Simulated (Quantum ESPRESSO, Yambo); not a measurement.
# Quasiparticle gap of AlN (P6_3mc) in Yambo, part 2 of 2

Aim: the G0W0 gap of AlN (P6_3mc) on PBE, step by step.

Quantum ESPRESSO 7.5 and Yambo 5.3.0; PBE and many-body steps on it, plane waves. Known limits of the many-body steps: not at the basis limit; coarse k mesh.

So far. Step 2 (Ground state): The gap is direct, at Γ. Step 3 (Bands along the symmetry lines): The gap is 4.221 eV, as in the run before at this level.

The database entry behind the starting cell differs from later determinations by our own check (inner coordinate u about 0.002 short), so it need not match the best structure at ambient conditions.

## (4) Empty states on the mesh, 3×3×4 mesh, 69 bands

Level of this step: DFT, PBE, plane waves, norm-conserving pseudopotentials (Quantum ESPRESSO).

The sums over transitions need many empty states on a uniform mesh; this step solves for them.

Contents of pw.in:

```
&control
  calculation = 'nscf'
  prefix = 'x'
  outdir = 'o'
  pseudo_dir = 'pseudo'
/
&system
  ibrav = 0
  nat = 4
  ntyp = 2
  ecutwfc = 72.0
  nbnd = 69
  force_symmorphic = .true.
/
&electrons
  conv_thr = 1e-9
  electron_maxstep = 80
  diago_full_acc = .true.
  diago_thr_init = 5e-6
/
ATOMIC_SPECIES
  Al 26.982 Al.upf
  N 14.007 N.upf
CELL_PARAMETERS angstrom
  3.1130000000 -0.0000000000 0.0000000000
  -1.5565000000 2.6959370820 0.0000000000
  0.0000000000 0.0000000000 4.9810000000
ATOMIC_POSITIONS crystal
  Al 0.3333333333 0.6666666667 0.0000000000
  Al 0.6666666667 0.3333333333 0.5000000000
  N 0.3333333333 0.6666666667 0.3800000000
  N 0.6666666667 0.3333333333 0.8800000000
K_POINTS automatic
  3 3 4 0 0 0
```

Started as:

```
OMP_NUM_THREADS=1 mpirun -n 8 pw.x -nk 4 -in pw.in > pw.out
```

Output:

```text
[banner, memory and clock lines left out]
Program PWSCF v.7.5 starts

     Atomic positions and unit cell read from directory:
     o/x.save/

     Message from routine setup:
     using ibrav=0 with symmetry is DISCOURAGED, use correct ibrav instead

     bravais-lattice index     =            0
     lattice parameter (alat)  =       5.8827  a.u.
     unit-cell volume          =     282.0993 (a.u.)^3
     number of atoms/cell      =            4
     number of atomic types    =            2
     number of electrons       =        16.00
     number of Kohn-Sham states=           69
     kinetic-energy cutoff     =      72.0000  Ry
     charge density cutoff     =     288.0000  Ry
     Exchange-correlation= PBE
                           (   1   4   3   4   0   0   0)

     celldm(1)=   5.882717  celldm(2)=   0.000000  celldm(3)=   0.000000
     celldm(4)=   0.000000  celldm(5)=   0.000000  celldm(6)=   0.000000

     crystal axes: (cart. coord. in units of alat)
               a(1) = (   1.000000  -0.000000   0.000000 )
               a(2) = (  -0.500000   0.866025   0.000000 )
               a(3) = (   0.000000   0.000000   1.600064 )

     reciprocal axes: (cart. coord. in units 2 pi/alat)
               b(1) = (  1.000000  0.577350 -0.000000 )
               b(2) = (  0.000000  1.154701 -0.000000 )
               b(3) = ( -0.000000 -0.000000  0.624975 )
     Pseudo is Norm-conserving + core correction, Zval =  3.0
     Generated using ONCVPSP code by D. R. Hamann
     Using radial grid of 1876 points,  6 beta functions with:
     Pseudo is Norm-conserving + core correction, Zval =  5.0
     Generated using ONCVPSP code by D. R. Hamann
     Using radial grid of 1058 points,  4 beta functions with:
     Al                3.00    26.98200     Al( 1.00)
     N                 5.00    14.00700     N ( 1.00)

      6 Sym. Ops. (no inversion) found

   Cartesian axes

     site n.     atom                  positions (alat units)
         1        Al     tau(   1) = (  -0.0000000   0.5773503   0.0000000  )
         2        Al     tau(   2) = (   0.5000000   0.2886751   0.8000321  )
         3        N      tau(   3) = (  -0.0000000   0.5773503   0.6080244  )
         4        N      tau(   4) = (   0.5000000   0.2886751   1.4080565  )

     number of k points=    10
                       cart. coord. in units 2pi/alat
        k(    1) = (   0.0000000   0.0000000   0.0000000), wk =   0.0555556
        k(    2) = (   0.0000000   0.0000000   0.1562437), wk =   0.1111111
        k(    3) = (   0.0000000   0.0000000  -0.3124875), wk =   0.0555556
[...]
k(    9) = (   0.3333333   0.5773503  -0.3124875), wk =   0.1111111
        k(   10) = (   0.0000000  -0.3849002   0.1562437), wk =   0.3333333

     Dense  grid:    23187 G-vectors     FFT dimensions: (  32,  32,  54)

     The potential is recalculated from file :
     o/x.save/charge-density

     Starting wfcs are   16 randomized atomic wfcs +   53 random wfcs

     Band Structure Calculation

     End of band structure calculation

          k = 0.0000 0.0000 0.0000 (  2863 PWs)   bands (ev):

    -8.0385  -5.8877   1.1322   6.2756   6.2756   6.9268   6.9268   7.1067
    11.3272  13.7824  17.6990  18.2976  18.2976  20.2844  20.2886  20.2886
    21.6418  21.6418  21.9213  24.4378  24.4378  26.5454  29.5081  29.8483
[...]
70.6187  70.6188  70.6938  70.6938  72.5978

          k = 0.0000 0.0000 0.1562 (  2893 PWs)   bands (ev):

[...]
70.3703  70.3703  71.7215  71.7215  72.5534

          k = 0.0000 0.0000-0.3125 (  2858 PWs)   bands (ev):

[...]
55.9201  55.9201  57.8163  57.8163  61.7766  61.7766  64.7753  64.7753
    65.8752  65.8752  65.8752  65.8752  67.4600  67.4600  67.4600  67.4600
    70.8077  70.8077  71.3464  71.3464  73.1164

          k = 0.0000 0.3849 0.0000 (  2892 PWs)   bands (ev):

     [... further k-points ...]

     highest occupied, lowest unoccupied level (ev):     7.1067   11.3272

     XML data file, pseudopotentials, collected wavefunctions
```

It took 3 s on 8 MPI ranks of Arm Neoverse V1, shared host; peak memory 0.41 GiB.

This step gave:

* gap: 4.221 eV
* k of the valence top: 0, 0, 0
* k of the conduction bottom: 0, 0, 0
* least direct gap: 4.221 eV
* k points computed: 10
* lowest point of the top converged band, above the valence top: 63.2687 eV

On this mesh the gap is 4.221 eV.

## (5) Conversion and set-up

This step: Yambo 5.3.0; conversion and set-up on PBE, plane waves, norm-conserving pseudopotentials.

The states are converted to the many-body program's format and the q mesh is built.

Started as:

```
(cd o/x.save; p2y > p2y.log; mv SAVE ../..); yambo > setup.log
```

Output:

```text
 Yambo, version 5.3.0

 [02] CORE Variables Setup
 =========================

  [02.01] Unit cells
  ==================

  Cell kind             :  HCP
  Atoms in the cell     :  Al  N
  number of Al atoms    :  2
  number of N  atoms    :  2

  List of atomic masses
  Mass of Al    :  26.98200
  Mass of N     :  14.00700

  List of atomic coordinates    : [cc]
  Al1       : -0.29414E-09   3.3964       0.0000      order 1
  Al2       :  2.941359  1.698194  4.706363  order 2
  N1       : -0.29414E-09   3.3964       3.5768      order 3
  N2       :  2.941359  1.698194  8.283199  order 4

  Alat factors          :  5.882717  5.094583  9.412726 [a.u.]
  Direct lattice volume :  282.0993 [a.u.]
  Direct lattice vectors:  A[ 1 ]  A[ 2 ]  A[ 3 ]
   A[ 1 ]:  1.000000 -0.000000  0.000000  [iru]
   5.882717 -0.000000  0.000000  [cc]
   A[ 2 ]: -0.500000  1.000000  0.000000  [iru]
  -2.941359  5.094583  0.000000  [cc]
   A[ 3 ]:  0.000000  0.000000  1.000000  [iru]
   0.000000  0.000000  9.412726  [cc]

  Recip. lattice volume :  0.879301 [a.u.]
  Recip. lattice vectors:  B[ 1 ]  B[ 2 ]  B[ 3 ]
   B[ 1 ]:  1.000000  0.500000  0.000000  [iku]
   1.068075  0.616654 -0.000000  [cc]
   B[ 2 ]:  0.000000  1.000000  0.000000  [iku]
   0.000000  1.233307 -0.000000  [cc]
   B[ 3 ]:  0.000000  0.000000  1.000000  [iku]
  -0.000000 -0.000000  0.667520  [cc]

  [02.02] Symmetries
  ==================

  Inversion symmetry    : yes
  Spatial inversion     : no
  Inversion index       :   7
  K-space Time-reversal : yes
  Magnetic symmetries   : no
  Time-reversal derived K-space symmetries:   7  12
  Group table correct   : yes
  Symmetries units      :  [cc]

   [S  1]:   1.0000       0.0000       0.0000     -0.10606E-18   1.0000       0.0000       0.0000       0.0000       1.0000
   [S  2]: -0.500000  0.866025  0.000000 -0.866025 -0.500000  0.000000  0.000000  0.000000  1.000000
   [S  3]: -0.500000 -0.866025  0.000000  0.866025 -0.500000  0.000000  0.000000  0.000000  1.000000
   [S  4]:  -1.0000       0.0000       0.0000      0.10606E-18   1.0000       0.0000       0.0000       0.0000       1.0000
   [S  5]:  0.500000  0.866025  0.000000  0.866025 -0.500000  0.000000  0.000000  0.000000  1.000000
   [S  6]:  0.500000 -0.866025  0.000000 -0.866025 -0.500000  0.000000  0.000000  0.000000  1.000000
   [S* 7]:  -1.0000      -0.0000      -0.0000      0.10606E-18  -1.0000      -0.0000      -0.0000      -0.0000      -1.0000
   [S* 8]:  0.500000 -0.866025 -0.000000  0.866025  0.500000 -0.000000 -0.000000 -0.000000 -1.000000
   [S* 9]:  0.500000  0.866025 -0.000000 -0.866025  0.500000 -0.000000 -0.000000 -0.000000 -1.000000
   [S*10]:   1.0000      -0.0000      -0.0000     -0.10606E-18  -1.0000      -0.0000      -0.0000      -0.0000      -1.0000
   [S*11]: -0.500000 -0.866025 -0.000000 -0.866025  0.500000 -0.000000 -0.000000 -0.000000 -1.000000
[...]
K_min[ 3 ] :  0.33333      0.23545E-11   0.0000     [rlu]
  Grid dimensions      :   4   3   3
  K lattice UC volume  :  0.024425 [a.u.]

  IBZ K-points                                      :  10
  BZ  K-points                                      :   36

  K/Q-points units:
  rlu = crystal or reduced units; cc = cartesian coordinates; iku = interal k-units

  K [ 1]         [rlu]:  0.000000  0.000000  0.000000
         WF components:  2863
  K [ 2]         [rlu]:  0.000000  0.000000  0.250000
         WF components:  2893
  K [ 3]         [rlu]:  0.000000  0.000000 -0.500000
         WF components:  2858
[...]
K [ 8]         [rlu]:  0.333333  0.333333  0.250000
[...]
K [ 9]         [rlu]:  0.333333  0.333333 -0.500000
         WF components:  2934
  K [10]         [rlu]:  0.000000 -0.333333  0.250000
         WF components:  2910

  [02.05] Energies & Occupations
  ==============================

  [X] === General ===
  [X] Electronic Temperature                        :  0.000000  0.000000 [eV K]
  [X] Bosonic    Temperature                        :  0.000000  0.000000 [eV K]
  [X] Finite Temperature mode                       : no
  [X] El. density                                   :  0.38275E+24 [cm-3]
  [X] Fermi Level                                   :  7.106654 [eV]

  [X] === Gaps and Widths ===
  [X] Conduction Band Min                           :  4.220514 [eV]
  [X] Valence Band Max                              :  0.000000 [eV]
  [X] Filled Bands                                  :   8
  [X] Empty Bands                                   :    9   69
  [X] Direct Gap                                    :  4.220514 [eV]
  [X] Direct Gap localized at k                     :  1
  [X] Indirect Gap                                  :  4.220514 [eV]
  [X] Indirect Gap between kpts                     :  1  1
  [X] Last valence band width                       :  2.371267 [eV]
  [X] 1st conduction band width                     :  3.218768 [eV]

  E @ K [ 1]:  [eV]
  -15.14520 -12.99438  -5.97442  -0.83104  -0.83104  -0.17988  -0.17988   0.00000
[...]
occ @ K [ 1]
[...]
E @ K [ 2]:  [eV]
[...]
occ @ K [ 2]
[...]
E @ K [ 3]:  [eV]
[...]
occ @ K [ 3]
[...]
E @ K [ 8]:  [eV]
[...]
occ @ K [ 8]
[...]
E @ K [ 9]:  [eV]
[...]
occ @ K [ 9]
[...]
E @ K [10]:  [eV]
[...]
occ @ K [10]
   2.000000  2.000000  2.000000  2.000000  2.000000  2.000000  2.000000  2.000000
   0.000000  0.000000  0.000000  0.000000  0.000000  0.000000  0.000000  0.000000

 [03] Transferred momenta grid and indexing
 ==========================================

 IBZ Q-points                                      :  10
 BZ  Q-points                                      :   36

 K/Q-points units:
 rlu = crystal or reduced units; cc = cartesian coordinates; iku = interal k-units

 Q [ 1]         [rlu]:  0.000000  0.000000  0.000000
 Q [ 2]         [rlu]:  0.000000  0.000000  0.250000
 Q [ 3]         [rlu]:  0.000000  0.000000 -0.500000
[...]
Q [ 8]         [rlu]:  0.333333  0.333333  0.250000
 Q [ 9]         [rlu]:  0.333333  0.333333 -0.500000
 Q [10]         [rlu]:  0.40821E-19 -0.33333      0.25000

  [03.01] X indexes
  =================

   [03.01.01] Sigma indexes
   ========================

 [06] Game Over & Game summary
```

Run time: 2.2 s. Hardware: 1 MPI rank; peak memory 0.23 GiB.

## (6) Screening and self-energy, 3×3×4 mesh, 69 bands, screening to 129.3 eV

Now the one-shot GW correction: screening in the RPA, then the self-energy of the levels asked for.

This step: G0W0 on PBE, plane waves, norm-conserving pseudopotentials.

Contents of gw1.in:

```
HF_and_locXC
gw0
dyson
ppa
em1d
rim_cut
RandQpts= 1000000
RandGvec= 1 RL
EXXRLvcs= 72 Ry
VXCRLvcs= 288 Ry
Chimod= "HARTREE"
% BndsRnXp
 1 | 69 |
%
NGsBlkXp= 9.5 Ry
% LongDrXp
 1 | 1 | 1 |
%
% GbndRnge
 1 | 69 |
%
DysSolver= "n"
ExtendOut
PPAPntXp= 27.21138 eV
% QPkrange
 1 | 1 | 7 | 10 |
%
```

Started as:

```
OMP_NUM_THREADS=1 mpirun -n 8 yambo -F gw1.in -J gw1 -C gw1 > gw1.log
```

Output:

```text
 Yambo, version 5.3.0

 [02] CORE Variables Setup
 =========================

  [... cell, symmetries and grids as in the set-up ...]

  [02.05] Energies & Occupations
  ==============================

  [X] === General ===
  [X] Electronic Temperature                        :  0.000000  0.000000 [eV K]
  [X] Bosonic    Temperature                        :  0.000000  0.000000 [eV K]
  [X] Finite Temperature mode                       : no
  [X] El. density                                   :  0.38275E+24 [cm-3]
  [X] Fermi Level                                   :  7.106654 [eV]

  [X] === Gaps and Widths ===
  [X] Conduction Band Min                           :  4.220514 [eV]
  [X] Valence Band Max                              :  0.000000 [eV]
  [X] Filled Bands                                  :   8
  [X] Empty Bands                                   :    9   69
  [X] Direct Gap                                    :  4.220514 [eV]
  [X] Direct Gap localized at k                     :  1
  [X] Indirect Gap                                  :  4.220514 [eV]
  [X] Indirect Gap between kpts                     :  1  1
  [X] Last valence band width                       :  2.371267 [eV]
  [X] 1st conduction band width                     :  3.218768 [eV]

 [03] Transferred momenta grid and indexing
 ==========================================

 IBZ Q-points                                      :  10
 BZ  Q-points                                      :   36

 K/Q-points units:
 rlu = crystal or reduced units; cc = cartesian coordinates; iku = interal k-units

 Q [ 1]         [rlu]:  0.000000  0.000000  0.000000
 Q [ 2]         [rlu]:  0.000000  0.000000  0.250000
 Q [ 3]         [rlu]:  0.000000  0.000000 -0.500000
 Q [ 4]         [rlu]: -0.40821E-19  0.33333       0.0000
 Q [ 5]         [rlu]: -0.40821E-19  0.33333      0.25000
 Q [ 6]         [rlu]: -0.40821E-19  0.33333     -0.50000
 Q [ 7]         [rlu]:  0.333333  0.333333  0.000000
 Q [ 8]         [rlu]:  0.333333  0.333333  0.250000
 Q [ 9]         [rlu]:  0.333333  0.333333 -0.500000
 Q [10]         [rlu]:  0.40821E-19 -0.33333      0.25000

 [04] Coloumb potential Random Integration (RIM)
 ===============================================

  [04.01] RIM initialization
  ==========================

  * Diagonal components only detected *

  8 x (sBL volume)        :  0.195400 [a.u.]
  sBZ random points       :  1000000
  Points outside the sBZ  :   7994252
  RL volume               :  0.879301 [a.u.]
  Integrated volume       :  0.879933 [a.u.]

  [04.02] RIM integrals
  =====================

  Gamma point sphere radius             :  0.105259 [a.u.]
  Points outside the sphere             :   811608
  [Int_sBZ(q=0) 1/q^2]*(Vol_sBZ)^(-1/3) =:  7.236165
                                 should be <:  7.795600

  Summary of Coulomb integrals for non-metallic bands |Q|[au] RIM/Bare

  Q [1] 0.100000E-4 0.928237 * Q [2] 0.166880 0.646012
  Q [3] 0.333760 0.872534 * Q [4] 0.411102 1.143679
  Q [10] 0.443682 1.087027 * Q [5] 0.443682 1.086663
  Q [6] 0.529529 1.022105 * Q [7] 0.712050 1.044470
  Q [8] 0.731344 1.037865 * Q [9] 0.786391 1.024498

 [05] Dipoles
 ============

  [05.01] Setup: observables and procedures
  =========================================

  [WARNING] [x,Vnl] slows the Dipoles computation. To neglect it rename the ns.kb_pp file

 [06] Dynamic Dielectric Matrix (PPA)
 ====================================

 [SLK-Inversion]  Pools        :  2
 [SLK-Inversion]  BLACS grid   :  2  2

 [WR./gw1//ndb.pp]---------------------------------------------------------------
  Brillouin Zone Q/K grids (IBZ/BZ)                :   10   36   10   36
  RL vectors                                       :   3777 [WF]
  Coulomb cutoff potential                         : none
  Electronic Temperature                           :  0.000000 [K]
  Bosonic    Temperature                           :  0.000000 [K]
  PPA    diel. fun.  energies                      : Perdew, Burke & Ernzerhof(X)+Perdew, Burke & Ernzerhof(C)
  wavefunctions                                    : Perdew, Burke & Ernzerhof(X)+Perdew, Burke & Ernzerhof(C)
  Global Gauge                                     : length
  X matrix size                                    :  147
  X band range                                     :    1   69
  X e/h energy range                               : -1.000000 -1.000000 [eV]
  X Time ordering                                  : R
  X Hxc Kernel                                     : HARTREE
  X Drude frequency                                :  0.000000  0.000000
  X poles                                          :  100.0000 [o/o]
  RL vectors in the sum                            :   3777
  [r,Vnl] included                                 : yes
  Field direction                                  :  0.577350E-5  0.577350E-5  0.577350E-5
  BZ energy Double Grid                            : no
  BZ energy DbGd points                            : 0
  BZ Q point size factor                           : -1.000000
  X Optical Averaged directions                    : none

 [07] Local Exchange-Correlation + Non-Local Fock
 ================================================

 [VXC] Plane waves :  23187
 [EXS] Plane waves :  2875

 QP @ state[ 1 ] K range:  1  1
 QP @ state[ 1 ] b range:   7  10

 [xc] Functional : Perdew, Burke & Ernzerhof(X)+Perdew, Burke & Ernzerhof(C)
 [xc] LIBXC used to calculate xc functional
  PP Number of Atomic Species                      :  2
  NLCC RL compoments                               :  23187
  PP Number of Atomic Species                      :  2
  NLCC RL compoments                               :  23187

 [xc] E_xc :  -6.931594 [Ha]
      E_xc :  -13.86319 [Ry]

  Local XC kind (lXC) : Perdew, Burke & Ernzerhof(X)+Perdew, Burke & Ernzerhof(C)
  Non-Local XC kind (nlXC) : Hartree-Fock

  Corrections @ K [1] :  [eV]
 <7|nlXC|7> = -21.12487 -0.20294E-16 <7|lXC|7> = -16.99290 -0.11904E-24
 <8|nlXC|8> = -20.86448  0.18046E-16 <8|lXC|8> = -17.08523 -0.18882E-15
 <9|nlXC|9> = -7.867128 -0.86162E-18 <9|lXC|9> = -12.50474  0.27497E-20
 <10|nlXC|10> = -5.604892 -0.17567E-17 <10|lXC|10> = -10.79204  0.37762E-15

 [08] Dyson equation: Newton solver
 ==================================

  [08.01] G0W0 (W PPA)
  ====================

  [  GW  ] Bands range     :    1   69
  [GW/PPA] G damping       :  0.100000 [eV]

  QP @ state[ 1 ] K range:  1  1
  QP @ state[ 1 ] b range:   7  10

   Sc/G bands                                       :    1   69
   Sc/G damping                                     :  0.100000 ev
   Sc bands terminator                              : no
   Sx RL components                                 :  2875

   QP @ state[ 1 ] K range                          :  1  1
   QP @ state[ 1 ] b range                          :   7  10
   GF energies kind                                 : Perdew, Burke & Ernzerhof(X)+Perdew, Burke & Ernzerhof(C)
   GF WF`s kind                                     : Perdew, Burke & Ernzerhof(X)+Perdew, Burke & Ernzerhof(C)
   Xs energies kind                                 : Perdew, Burke & Ernzerhof(X)+Perdew, Burke & Ernzerhof(C)
   Xs WF`s kind                                     : Perdew, Burke & Ernzerhof(X)+Perdew, Burke & Ernzerhof(C)

 [11] Game Over & Game summary
```

It took 11 s on 8 MPI ranks; peak memory 2.5 GiB.

Numbers from this step:

* G0W0 gap on the points computed: 5.458 eV
* starting gap on the mesh: 4.221 eV
* k of the valence top: 0, 0, 0
* k of the conduction bottom: 0, 0, 0
* least direct G0W0 gap on the computed points: 5.458 eV
* Z at the valence top: 0.7973
* Z at the conduction bottom: 0.8222

The gap on the mesh goes from 4.22 eV to 5.46 eV, a correction of +1.24 eV.

Limits: finite bands, cutoff and mesh; coarse k mesh. v1 is the top filled band, c1 the lowest empty one. Levels before and after the correction, in eV, zero at the valence-band top of each column:

```csv
,conduction bottom,valence top
Kohn-Sham,4.22,0.00
G0W0,5.46,0.00
```

```csv
,level,energy (eV)
Kohn-Sham,Γ v2,-0.180
Kohn-Sham,Γ v1,0.000
Kohn-Sham,Γ c1,4.221
Kohn-Sham,Γ c2,6.676
G0W0,Γ v2,-0.269
G0W0,Γ v1,0.000
G0W0,Γ c1,5.458
G0W0,Γ c2,7.928
```

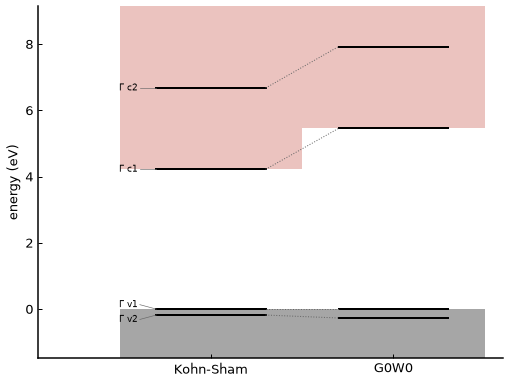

Levels before and after the correction. Shaded: valence and conduction bands.

## (7) Where the time went

Times are wall times on the hardware named with each run, good to a factor of about two.

```csv
step,time,share,memory (GiB)
ground state,3.9 s,17 %,0.45
bands along the symmetry lines,3.2 s,14 %,0.39
empty states on the mesh,3 s,13 %,0.41
conversion and set-up,2.2 s,9 %,0.23
screening and self-energy,11 s,46 %,2.5
```

## (8) Results

| Item | Value |
| --- | --- |
| PBE gap | 4.22 eV, direct |
| G0W0 gap on the mesh | 5.46 eV |
| GW settings | 3×3×4 mesh, 69 bands, screening to 129.3 eV, Godby-Needs plasmon pole |
| known limits | not at the basis limit; coarse k mesh |

In words: G0W0 moves the gap on the mesh from 4.22 eV to 5.46 eV (+1.24 eV), with Z of 0.80 and 0.82 at the edges. Only 1 of the mesh's irreducible points was corrected, so a valley elsewhere could overtake. The dearest step here is «screening and self-energy». Bands and cutoff are finite, so the gap is not at the basis limit. The miss can reach some tenths of an eV and take either sign; the mesh is an error of its own. In the G0W0 run levels were corrected at 1 k point alone, so a gap called «on the mesh» is the least over those, and an edge elsewhere would be missed. The 3×3×4 mesh is coarse for this cell, which bears on the long-range parts of exchange and screening.

[Paths, hosts, dates, memory and timing lines, banners, echoed tables and standing remarks are left out of the program output.]

[Logs are printed without paths, hosts, clocks, repeated set-up lines and the standing remarks that a program may print on its own settings, such as how far it seeks lower states.]

[Runs of the session that timed out or met a known fault of the program may be left out.]

[Hosts, paths, dates, database ids (printed as entryN), source tags and the programs' standing remarks are cut or masked in the printed files.]
